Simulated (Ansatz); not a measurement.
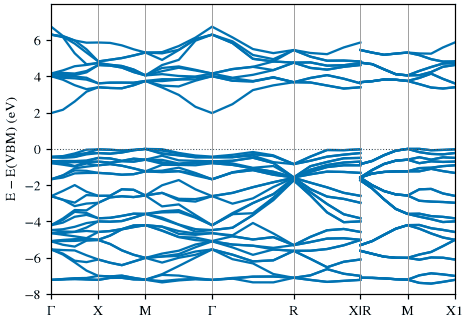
Band structure from HSE06 in the plane-wave PAW code Ansatz

Problem. Read off the gap and where the band edges lie.

Solution. About 2.0 eV (1.97 eV among the points solved); maximum on the M–X1 line, 25 % of the way from M, minimum at Γ.

The material is RuS₂ in space group Pa-3 (No. 205; Ru on 4a, S on 8c).

The HSE06 relaxation kept the symmetry of its start. The run is not spin-polarised. The hybrid was solved on a coarse mesh, the path and, where they were found, the r²SCAN edge points; its band edges are the extreme levels among these. Spin–orbit coupling is left out wherever it is not named.

Potentials: the later of the program's two PAW sets.
